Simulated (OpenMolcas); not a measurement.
# doublet CH6GeO+ at 6 levels

Wanted: a comparison of 6 runs (UHF/cc-pVDZ, UB3LYP/cc-pVDZ, UBHLYP/cc-pVDZ, UPBE/cc-pVDZ, USVWN5/cc-pVDZ, ROMP2/cc-pVDZ) of doublet CH6GeO+. 

The results are computed with OpenMolcas 26.06.

## 1. Starting point

CH6GeO+ has 9 atoms, charge +1, and is taken as a doublet. As SMILES of the parent species, `C[O][GeH3]`. The shape is that of a PBE0-D4/def2-TZVP optimisation. That shape belongs to the parent species and isn't relaxed for this state.

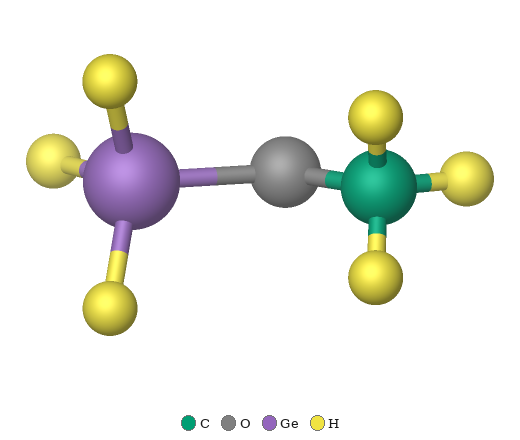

Viewed from a chosen angle; carbon teal, oxygen grey, germanium purple, hydrogen yellow.

## 2. A single-point energy at UHF/cc-pVDZ (run 1)

test.input

```
* CH6GeO Hartree-Fock
&GATEWAY
BasLib
$CurrDir
Coord
9
angstrom
C       -0.461600       0.939500      -0.879600
O       -0.657300      -0.383600      -0.447300
Ge       0.409500      -1.004400       0.834300
H       -1.194400       1.152600      -1.661500
H        0.540900       1.094500      -1.301500
H       -0.607700       1.666800      -0.069200
H        1.870200      -0.939000       0.345100
H       -0.054100      -2.444000       1.070300
H        0.242900      -0.128600       2.092200
Basis
cc-pVDZ
Group
NoSym
&SEWARD
&SCF
UHF
Charge
1
Spin
2
Thresholds
1e-10 1e-07 1e-07 1e-05
PrOrbitals
1 1
```

The basis set cc-pVDZ is read from a file made from the Basis Set Exchange's data (not shown).

Started as:

```
$ export MOLCAS_MEM=1860
$ pymolcas test.input > test.log
```

The program printed:

```text
--- Start Module: gateway ---
[...]
--- Stop Module: gateway /rc=_RC_ALL_IS_WELL_ ---
--- Start Module: seward ---
[...]
      Basis functions           85
--- Stop Module: seward /rc=_RC_ALL_IS_WELL_ ---
[...]
--- Start Module: scf ---
[...]
       Convergence after  32 Iterations
[...]
::    Total SCF energy                              -2191.2258607091
[...]
      Total spin, S                                     0.5058169116
[...]
      Total electronic charge=   51.000000
      Total            charge=    1.000000
[...]
      Dipole Moment (debye):
      Origin of the operator (angstrom)=    0.1391   -0.6364    0.4116
                   X= -5.8562E-01               Y=  3.1284E+00               Z= -1.9976E+00           Total=  3.7577E+00
      Center of Charge (angstrom)
[...]
--- Stop Module: scf /rc=_RC_ALL_IS_WELL_ ---
[...]
```

Run time: 8.4 s. Hardware: 1 thread of Intel Xeon 6975P-C (Granite Rapids), shared host; peak memory 0.47 GiB.

## 3. A single-point energy at UB3LYP/cc-pVDZ (run 2)

run.inp

```
* CH6GeO Kohn-Sham DFT

&GATEWAY
  BasLib = $CurrDir
  Coord
  9
  angstrom
  C       -0.461600       0.939500      -0.879600
  O       -0.657300      -0.383600      -0.447300
  Ge       0.409500      -1.004400       0.834300
  H       -1.194400       1.152600      -1.661500
  H        0.540900       1.094500      -1.301500
  H       -0.607700       1.666800      -0.069200
  H        1.870200      -0.939000       0.345100
  H       -0.054100      -2.444000       1.070300
  H        0.242900      -0.128600       2.092200
  Basis = cc-pVDZ
  Group = NoSym

&SEWARD
  GridInput
  Grid=UltraFine
  End of Grid

&SCF
  UHF
  Charge = 1
  Spin = 2
  KSDFT = B3LYP
  Thresholds = 1e-10 1e-07 1e-07 1e-05
  PrOrbitals = 1 2
```

The basis set cc-pVDZ is read from a file made from the Basis Set Exchange's data (not shown).

Started as:

```
$ export MOLCAS_MEM=1860
$ pymolcas run.inp > run.log
```

The program printed:

```text
--- Start Module: gateway ---
[...]
--- Stop Module: gateway /rc=_RC_ALL_IS_WELL_ ---
--- Start Module: seward ---
[...]
      Basis functions           85
--- Stop Module: seward /rc=_RC_ALL_IS_WELL_ ---
[...]
--- Start Module: scf ---
[...]
       Convergence after  22 Iterations
[...]
::    Total KS-DFT energy                           -2193.5872861688
[...]
      Total spin, S                                     0.5029161920
[...]
      Total electronic charge=   51.000000
      Total            charge=    1.000000
[...]
      Dipole Moment (debye):
      Origin of the operator (angstrom)=    0.1391   -0.6364    0.4116
                   X=  6.7905E-02               Y=  3.0968E+00               Z= -1.3737E+00           Total=  3.3885E+00
      Center of Charge (angstrom)
[...]
--- Stop Module: scf /rc=_RC_ALL_IS_WELL_ ---
[...]
```

It took 47 s on 1 thread of Intel Xeon 6975P-C (Granite Rapids), shared host; peak memory 0.47 GiB.

## 4. The energy at UBHLYP/cc-pVDZ (run 3)

mol.xyz

```xyz
9

C     -0.461600     0.939500    -0.879600
O     -0.657300    -0.383600    -0.447300
Ge     0.409500    -1.004400     0.834300
H     -1.194400     1.152600    -1.661500
H      0.540900     1.094500    -1.301500
H     -0.607700     1.666800    -0.069200
H      1.870200    -0.939000     0.345100
H     -0.054100    -2.444000     1.070300
H      0.242900    -0.128600     2.092200
```

calc.input

```
>>> EXPORT MOLCAS_PRINT=2

&GATEWAY
 BasLib
 $CurrDir
 Coord
 mol.xyz
 Basis
 cc-pVDZ
 Group
 NoSym

&SEWARD
 GridInput
 Grid=UltraFine
 End of Grid

&SCF
 UHF
 Charge
 1
 Spin
 2
 KSDFT
 HYB_GGA_XC_BHANDHLYP
 Thresholds
 1e-10 1e-07 1e-07 1e-05
 PrOrbitals
 1 2
```

The basis set cc-pVDZ is read from a file made from the Basis Set Exchange's data (not shown).

Started as:

```
$ export MOLCAS_MEM=1860
$ pymolcas calc.input > calc.log
```

The program printed:

```text
--- Start Module: gateway ---
[...]
--- Stop Module: gateway /rc=_RC_ALL_IS_WELL_ ---
--- Start Module: seward ---
[...]
      Basis functions           85
--- Stop Module: seward /rc=_RC_ALL_IS_WELL_ ---
[...]
--- Start Module: scf ---
[...]
       Convergence after  27 Iterations
[...]
::    Total KS-DFT energy                           -2193.4515168912
[...]
      Total spin, S                                     0.5042538323
[...]
      Total electronic charge=   51.000000
      Total            charge=    1.000000
[...]
      Dipole Moment (debye):
      Origin of the operator (angstrom)=    0.1391   -0.6364    0.4116
                   X= -2.8046E-01               Y=  3.2076E+00               Z= -1.7498E+00           Total=  3.6646E+00
      Center of Charge (angstrom)
[...]
--- Stop Module: scf /rc=_RC_ALL_IS_WELL_ ---
[...]
```

Wall time 55 s (1 thread of Intel Xeon 6975P-C (Granite Rapids), shared host); peak memory 0.47 GiB.

Runs 4 to 5 aren't shown in full; the table further down has their settings and results.

## 5. The energy at ROMP2/cc-pVDZ (run 6)

calc.inp

```
* CH6GeO ROMP2
&gateway
baslib
$CurrDir
coord
9
angstrom
C       -0.461600       0.939500      -0.879600
O       -0.657300      -0.383600      -0.447300
Ge       0.409500      -1.004400       0.834300
H       -1.194400       1.152600      -1.661500
H        0.540900       1.094500      -1.301500
H       -0.607700       1.666800      -0.069200
H        1.870200      -0.939000       0.345100
H       -0.054100      -2.444000       1.070300
H        0.242900      -0.128600       2.092200
basis
cc-pVDZ
group
NoSym
&seward
&scf
uhf
charge
1
spin
2
thresholds
1e-10 1e-07 1e-07 1e-05
prorbitals
1
&rasscf
fileorb
$Project.UnaOrb
spin
2
nactel
1 0 0
inactive
25
ras2
1
outorbitals
Canonical
orblisting
Nothing
&caspt2
ipea
0.0
frozen
11
```

The basis set cc-pVDZ is read from a file made from the Basis Set Exchange's data (not shown).

Started as:

```
$ export MOLCAS_MEM=1860
$ pymolcas calc.inp > calc.log
```

The program printed:

```text
--- Start Module: gateway ---
[...]
--- Stop Module: gateway /rc=_RC_ALL_IS_WELL_ ---
[...]
      Basis functions           85
[...]
       Convergence after  32 Iterations
[...]
::    Total SCF energy                              -2191.2258607091
[...]
      Total spin, S                                     0.5058169116
[...]
--- Start Module: rasscf ---
[...]
      Number of active orbitals                  1
[...]
      Spin quantum number                      0.5
[...]
      Active orbitals                            1
[...]
      Number of CSFs                             1
[...]
      Number of root(s) required                 1
[...]
      Convergence after  8 iterations
[...]
      printout of CI-coefficients larger than  0.05 for root  1
      energy=   -2191.220206
      conf/sym  1     Coeff  Weight
             1  u   1.00000 1.00000
      Natural orbitals and occupation numbers for root  1
      sym 1:   1.000000
      ************************************************************************************************************************
      *                                                    Final results                                                     *
[...]
::    RASSCF root number  1 Total energy:  -2191.22020555
[...]
      Total electronic charge=   51.000000
      Total            charge=    1.000000
[...]
      Dipole Moment (debye):
      Origin of the operator (angstrom)=    0.1391   -0.6364    0.4116
                   X= -6.0360E-01               Y=  3.1016E+00               Z= -2.0020E+00           Total=  3.7407E+00
      Center of Charge (angstrom)
[...]
--- Stop Module: rasscf /rc=_RC_ALL_IS_WELL_ ---
[...]
--- Start Module: caspt2 ---
[...]
      E2 (Variational):          -0.4169812508
      Total energy:           -2191.6371867964
[...]
      Reference weight:           0.87786
[...]
::    CASPT2 Root  1     Total energy:  -2191.63718680
[...]
```

Run time: 12 s. Hardware: 1 thread of Intel Xeon 6975P-C (Granite Rapids), shared host; peak memory 0.47 GiB.

## 6. All runs side by side

| run | level | integration grid | frozen core orbitals | energy (Eh) | HOMO energy (eV) | LUMO energy (eV) | ⟨S²⟩ | wall time |
| --- | --- | --- | --- | --- | --- | --- | --- | --- |
| 1 | UHF/cc-pVDZ | – | – | -2191.225861 | -18.40 | -6.38 | 0.762 | 8.4 s |
| 2 | UB3LYP/cc-pVDZ | UltraFine | – | -2193.587286 | -14.99 | -12.43 | 0.756 | 47 s |
| 3 | UBHLYP/cc-pVDZ | UltraFine | – | -2193.451517 | -16.41 | -10.74 | 0.759 | 55 s |
| 4 | UPBE/cc-pVDZ | UltraFine | – | -2193.082825 | -13.87 | -13.08 | 0.753 | 51 s |
| 5 | USVWN5/cc-pVDZ | UltraFine | – | -2189.440233 | -13.85 | -13.22 | 0.752 | 25 s |
| 6 | ROMP2/cc-pVDZ | – | 11 | -2191.637187 | – | – | – | 12 s |

## 7. What came out

```
           quantity           value
run 6: total energy  -2191.63719 Eh
```

What this shows: Totals of different functionals can't be ranked against each other. All runs together took 3.3 min, the longest 55 s.
